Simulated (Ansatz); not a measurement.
# TaAl: from a guess to a relaxed structure, part 2 of 2

Aim: relax a trial structure of TaAl and see where it ends.

Ansatz 0.2.0; DFT PBE, scalar-relativistic, plane waves, PAW.

### Step 4. Full relaxation

The end of the coarse run is made exact in the group found at a tolerance of 0.06 Å and reduced to its primitive cell.

Contents of input.yaml:

```yaml
crystal:
  lattice:
    - [0.0, 2.9975841881, 2.9975841881]
    - [2.9975841881, 0.0, 2.9975841881]
    - [2.9975841881, 2.9975841881, 0.0]
  atoms:
    - { symbol: Ta, position: [0.0, 0.0, 0.0] }
    - { symbol: Al, position: [0.75, 0.75, 0.75] }
basis:
  ecutwfc: 420
kpoints:
  mp_grid: { grid: [16, 16, 16] }
hamiltonian:
  xc: pbe
scf:
  occupations: { method: gaussian, width: 0.1 }
output:
  forces: true
  stress: true
  eigenvalues: true
  write_density: true
  write_potential: true
  elf: true
  volumetric_format: npy
relax:
  adjacent_minimum: "off"
  f_tol: 0.01
  max_steps: 80
  cell: { stress_tol: 0.05 }
```

The run is started by

```
$ ansatz run input.yaml --threads 1 --pin off --max-ram 2560MiB --backend cpu --events-out ev --progress --plain --runs-dir out
```

Log (excerpt; [...] marks lines left out):

```text
Warning: RAYON_NUM_THREADS=1 ignored (pool sized by the plan → 1); use --threads N
[...]
Pseudopotentials: kind: paw
Pseudopotential: Ta, paw, valence charge 13, recommended cutoff 420 eV (normal), Ta.paw.azcp
Pseudopotential: Al, paw, valence charge 3, recommended cutoff 420 eV (normal), Al.paw.azcp
Functional definition: PBE
[...]
Crystal: 2 atoms, lattice volume = 53.870 Å³
Basis set: ecut = 420 eV, 1067 PW (Γ), exchange–correlation on 60×60×60 points (8 copies of the dense FFT grid, shifted against one another)
Bands: 12, of which v1, the nominal top of the filled ones, is band 8 counted from 1 (7 counted from 0)
Symmetry: 24 space group operations
Space group: F-43m (ITA 216), of the structure as read, at distance tolerance 3.8e-5 Å
k-points: 145 of 4096 (time reversal used)
[...]
  atom   1  Ta    -0.00000000     0.00000000     0.00000000
  atom   2  Al    -0.00000000     0.00000000     0.00000000
[...]
--- Stress (GPa, compression-positive) ---
        0.020007       0.000000      -0.000000
       -0.000000       0.020007       0.000000
       -0.000000       0.000000       0.020007
  P = ⅓ Tr σ = 0.0200 GPa (0.200 kbar)
--- Band table (eV; the first three rows and the last of 145) ---
  k-point 0: bands = ["-61.1846", "-27.6605", "-27.6605", "-27.6605", "0.0125", "5.9028", "5.9028", "5.9028", "7.7351", "7.7351", "13.4969", "14.0458"]
[...]
--- Relaxed structure (1 steps of the walk, 1 accepted, 1 SCFs on fresh bases) ---
  F+E_penalty+E_count = -10465.71041328 eV   max|allowed force component| = 8.789e-17 eV/Å   (the final SCF, on the basis selected at the relaxed cell)
  cell:  # Å, volume = 53.8697 Å³
    - [0.0, 2.9975841881, 2.9975841881]
    - [2.9975841881, 0.0, 2.9975841881]
    - [2.9975841881, 2.9975841881, 0.0]
  atoms:
    - { symbol: Ta, position: [0.0, 0.0, 0.0] }
    - { symbol: Al, position: [0.7500000000000001, 0.7500000000000001, 0.7500000000000001] }
```

It took 17 s on 1 thread of Intel Xeon Platinum 8488C (Sapphire Rapids), shared host; peak memory 0.5 GiB.

Step by step:

| step | energy from step 1 (eV/cell) | largest force component (eV/Å) | pressure (GPa) | volume (Å³) |
| --- | --- | --- | --- | --- |
| 1 | 0.0000 | 0.0000 | 0.02 | 53.87 |
| 2 | 0.0000 | 0.0000 | 0.02 | 53.87 |

Step 1 is the start. Step 2 repeats the geometry before it on a plane-wave basis chosen anew for that cell, so its energy need not be comparable with the rows above.

Lengths and angles in the start's conventional setting:

|  | before | after | change |
| --- | --- | --- | --- |
| a (Å) | 5.995 | 5.995 | 0.0 % |
| b (Å) | 5.995 | 5.995 | 0.0 % |
| c (Å) | 5.995 | 5.995 | 0.0 % |
| volume (Å³/atom) | 26.93 | 26.93 | 0.0 % |
| shortest distance (Å) | 2.596 | 2.596 | 0.0 % |
| space group (0.01 Å) | F-43m | F-43m | same |

Forces and stress were held to the start's 24 operations: a distortion of lower symmetry was not tested.

Axes a, b and c in the maps are those of this run's conventional cell (a, b, c = 5.995, 5.995, 5.995 Å).

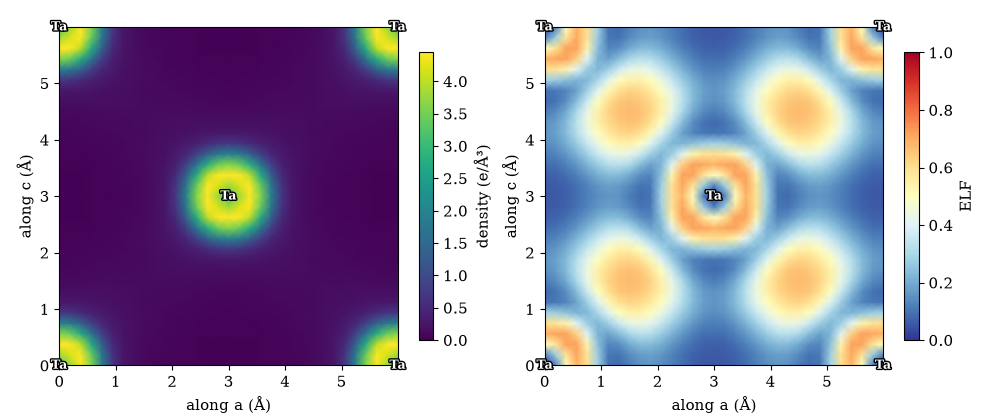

Density (left) and ELF (right) in a lattice plane of the grid's cell (edges 6.00 and 6.00 Å, at 0.000 of the third edge), which holds Ta. Only atoms in the plane are labelled. Both are smooth fields of the valence electrons: close to the nuclei they are not physical.

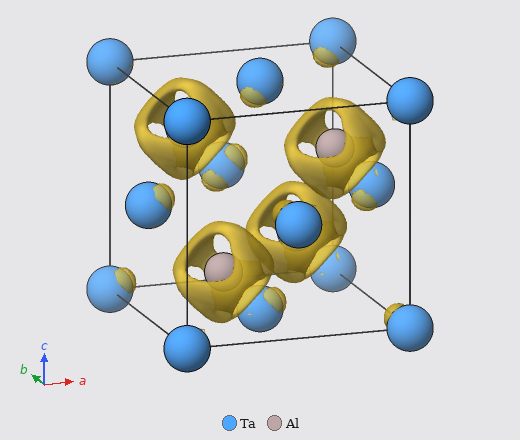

Surface of ELF = 0.73, drawn in one cell.

The highest ELF values outside the cores: 0.79 on the Al–Ta line, 1.0 Å from Al.

### Step 5. Variant: starting moments, mp_grid.shift [0.5, 0.5, 0.5], spin_polarized true

Contents of input.yaml:

```yaml
crystal:
  lattice:
    - [0.0, 2.9975841881, 2.9975841881]
    - [2.9975841881, 0.0, 2.9975841881]
    - [2.9975841881, 2.9975841881, 0.0]
  atoms:
    - { symbol: Ta, position: [0.0, 0.0, 0.0], spin: 0.2 }
    - { symbol: Al, position: [0.75, 0.75, 0.75], spin: 0.2 }
basis:
  ecutwfc: 420
kpoints:
  mp_grid: { grid: [16, 16, 16], shift: [0.5, 0.5, 0.5] }
hamiltonian:
  xc: pbe
scf:
  occupations: { method: gaussian, width: 0.1 }
output:
  forces: true
  eigenvalues: true
  stress: true
magnetization:
  spin_polarized: true
```

The run is started by

```
$ ansatz run input.yaml --threads 1 --pin off --max-ram 2560MiB --backend cpu --events-out ev --progress --plain --runs-dir out
```

Log (excerpt; [...] marks lines left out):

```text
Warning: crystal.symmetry: narrowed to the stabiliser of the k-point mesh — unitary ops 24 → 6; excluded 18 operations that carry a point of the 16×16×16 mesh (shift [0.5, 0.5, 0.5]) off the mesh (the run samples exactly the mesh kpoints.mp_grid names, as under crystal.symmetry.detect: [...]
Warning: RAYON_NUM_THREADS=1 ignored (pool sized by the plan → 1); use --threads N
[...]
Pseudopotentials: kind: paw
Pseudopotential: Ta, paw, valence charge 13, recommended cutoff 420 eV (normal), Ta.paw.azcp
Pseudopotential: Al, paw, valence charge 3, recommended cutoff 420 eV (normal), Al.paw.azcp
Functional definition: PBE
[...]
Crystal: 2 atoms, lattice volume = 53.870 Å³
Basis set: ecut = 420 eV, 1067 PW (Γ), exchange–correlation on 60×60×60 points (8 copies of the dense FFT grid, shifted against one another)
Bands: 13, of which v1, the nominal top of the filled ones, is band 8 counted from 1 (7 counted from 0)
Symmetry: 6 space group operations
k-points: 408 of 4096 (time reversal used)
[...]
Starting moments: Σ|m| = 0.4 μB on 2 of 2 sites
[...]
WARN: the starting moments were not kept: the SCF closed with an absolute magnetisation of 5.5e-6 μB, where they sum to 0.4 μB in size (2 sites). That is at most 0.1 of that sum. Measured as dr2_m measures the in/out step, that magnetisation stands 4.0e-12 eV from none, at or under the [...]
SCF converged after 10 iterations
Magnetization: 0.0000 μB (8.0000 up, 8.0000 down)
Absolute magnetization: 0.0000 μB (∫|ρ↑−ρ↓|, with the PAW one-centre terms)
Spin contamination: 0.0000 ħ² per cell (⟨S²⟩ above its minimum at these occupations)
Per-site moments (μB) at R_I (Å): [(1.6386761806823262e-6, 1.0708434234618247), (5.696674634862608e-7, 1.0708434234618247)]
Free energy (F): -10465.710389 eV
[...]
E sigma→0 (E₀):  -10465.705288 eV
Entropy (-TS):   -0.010202 eV (-5.101 meV/atom)
Fermi energy:    7.056763 eV
[...]
--- Forces (eV/Å), atoms counted from 1 ---
  atom   1  Ta     0.00010271     0.00010271     0.00010271
  atom   2  Al    -0.00010289    -0.00010289    -0.00010289
[...]
--- Stress (GPa, compression-positive) ---
        0.015513      -0.001547      -0.001547
       -0.001547       0.015513      -0.001547
       -0.001547      -0.001547       0.015513
  P = ⅓ Tr σ = 0.0155 GPa (0.155 kbar)
--- Band table (eV; the first three rows and the last of 816) ---
  k-point 0 ↑: bands = ["-61.1828", "-27.6592", "-27.6592", "-27.6585", "0.0259", "5.8922", "5.9091", "5.9091", "7.7321", "7.7321", "13.5121", "13.9406", "14.0485"]
[...]
```

Run time: 45 s. Hardware: 1 thread of Intel Xeon Platinum 8488C (Sapphire Rapids), shared host; peak memory 0.92 GiB.

| run | ending | energy change | pressure (GPa) | gap (eV) | force (eV/Å) | cycles | time |
| --- | --- | --- | --- | --- | --- | --- | --- |
| step 4 | converged | 0 | 0.0 | 0.00 | 0.00 | - | 17 s |
| variant | converged | 0.0 meV/atom | 0.0 | 0.00 | 0.00 | 10 | 45 s |

With the changed spin polarisation and k-point mesh the energy stays within 0.5 meV/atom: no moment survives, so both runs end on the same non-magnetic state.

### Step 6. Summary of results

What follows sums up all 2 parts. Changes of volume or cell count from the first structure of part 1.

```
                              quantity                                                                      value
symmetry at the end (tolerance 0.05 Å)                                                space group F-43m (No. 216)
                     conventional cell  a = 5.995 Å, b = 5.995 Å, c = 5.995 Å, α = 90.00°, β = 90.00°, γ = 90.00°
                                volume                                                              26.93 Å³/atom
              energy over the elements                                                              +2.02 eV/atom
                       gap on the mesh                                                               none (metal)
```

**Reading.** The space group F-43m (No. 216) is kept, and the volume per atom grows by 73.9 % from the first guess. The formation energy is positive, so the separate elements lie lower. No finished test with a distortion of lower symmetry is shown, so the end may be a saddle point. The runs treat Ta without spin-orbit coupling.
